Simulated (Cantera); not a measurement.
Charge: 1 mol C₆H₆, 0.041 mol H₂O, 0.024 mol O₂, equilibrated at 101000 Pa.

Cantera equilibrium calculation (NASA polynomials, part measured and part estimated; ideal gas, pure solids and liquids). Candidate condensed phases: C, C₆H₆, C₇H₈, C₈H₁₈, H₂O; 110 gas species. Rates play no part.

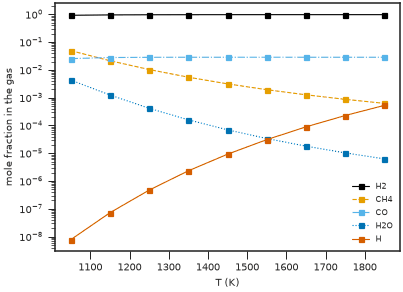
Figure. Equilibrium gas composition (values under 1e-9 drawn at 1e-9)

From 1050 K to 1850 K the condensed part is C(graphite). The main C-bearing gas is CH₄ at 1050 K and CO at 1850 K.
